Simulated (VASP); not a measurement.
Band structure of KI (rock salt). Computed with PBE GGA, VASP's PBE PAW potentials (set 64) (plane waves; VASP).

Unless said otherwise, spin-orbit coupling is left out, though it shifts the bands of the heavy elements here.

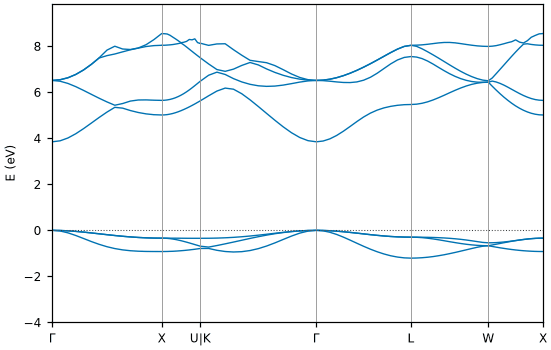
Bands along high-symmetry lines, zero at the valence-band maximum or, without a gap, the Fermi level

Q: Read the plot: is there a gap, and where are the band edges?

A: The gap is direct, 3.85 eV, from the valence maximum at Γ to the conduction minimum at Γ. (Edges off the drawn lines would not show.)

Measured: gap 6.10 eV (computed value off by -2.25 eV), as given by Aguado et al., (1998), arXiv:cond-mat/9809176.

The compound is KI in the rock salt structure. It was relaxed first, which changed the volume by +5 %.
